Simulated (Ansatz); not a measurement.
C3H2AlO (SMILES [C-]1=[C]2C[O][Al]12) (charge −1)

```xyz
7

C    -1.8876    0.7238   -1.7332
C    -1.4147    0.1171   -0.7422
C    -0.3178   -0.2751    0.1859
Al    0.2882    1.3518   -1.7901
O     0.8274    0.3814   -0.2840
H    -0.1809   -1.3768    0.1972
H    -0.5563    0.0173    1.2301
```

Geometry: B3LYP-D3(BJ)/def2-SVPD.

The calculation used isolated molecule in a Gaussian basis; Kohn-Sham density functional theory, functional PBE0 in Ansatz.

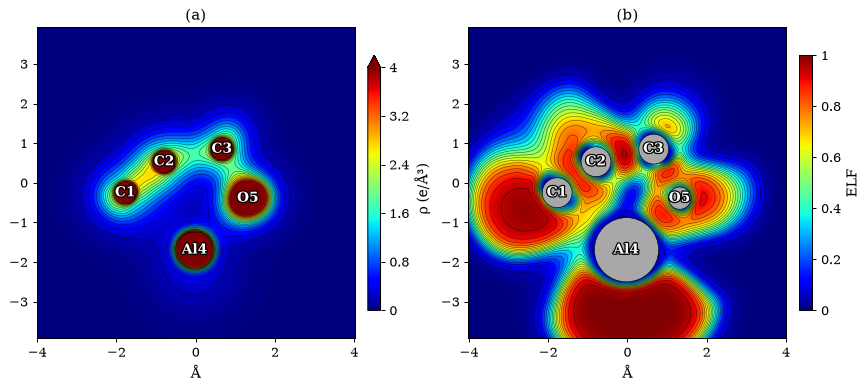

Figure 1. (a) total electron density; (b) ELF on the plane of atoms C1, C2 and C3. Grey discs cover the atomic cores in the ELF map.

What do the fields say about this system?

Atoms in the plane: C, Al and O.
C–C (1.25 Å): the density is about 2.7 e/Å³ at the midpoint; the ELF peaks at about 0.85 between the atoms; a short, multiple covalent bond.
C–O (1.40 Å): the density is about 2.1 e/Å³ at the midpoint, with its minimum of 1.9 e/Å³ about 0.5 Å from C; the ELF peaks at about 0.85 between the atoms: a shared but strongly polarised pair.
Al–O (1.87 Å): the density is about 0.64 e/Å³ at the midpoint; the ELF peaks at about 0.90 in the valence shell of O, 0.6 Å from its nucleus, and is about 0.55 at the midpoint.
C–Al (2.27 Å): ρ is about 0.35 e/Å³ halfway, with its minimum of 0.28 e/Å³ about 1.4 Å from C; the ELF peaks at about 0.70 in the valence shell of C, 0.8 Å from its nucleus, and is about 0.60 at the midpoint.
C–Al (2.35 Å): ρ at the midpoint is about 0.31 e/Å³, with its minimum of 0.25 e/Å³ about 1.4 Å from C; the ELF peaks at about 0.70 in the valence shell of C, 0.7 Å from its nucleus, and is about 0.45 at the midpoint.
The ELF also peaks beside C1 and O5, away from the bonds: lone-pair regions.

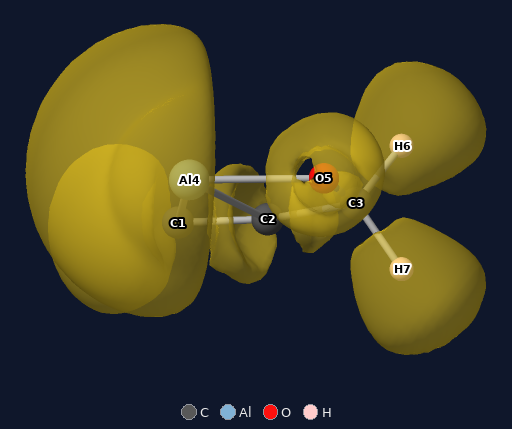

Figure 2. Isosurface of the ELF at 0.8 (yellow), seen from one side. Only the valence region is drawn (cores and ρ < 0.01 e/Å³ removed).

What do the ELF domains correspond to?

The ELF exceeds this value in two regions between bonded C–C atoms (shared pairs), one region between bonded C–O atoms (shared pairs), two regions around hydrogen nuclei, one lobe on Al, pointing away from the bonds (lone pairs), one lobe on C, pointing away from the bonds (lone pairs) and one region wrapped around O (its valence shell).

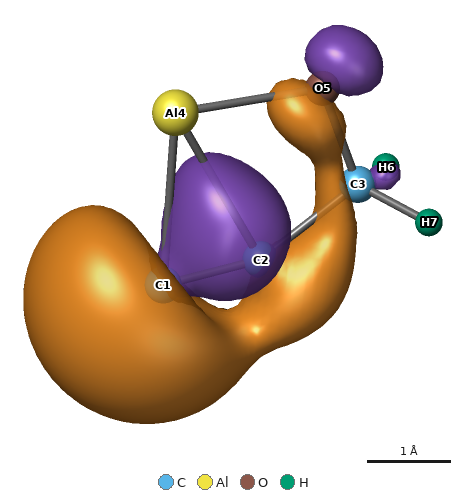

Figure 3. The HOMO−1 at ±0.1 Å⁻³ᐟ² (orange and purple are the two phases), seen at a tilt.

Describe this orbital and give its energy.

Its weight (Hirshfeld) is mainly on C1 (about 70 %) and C2 (about 20 %). Its energy is −2.74 eV.
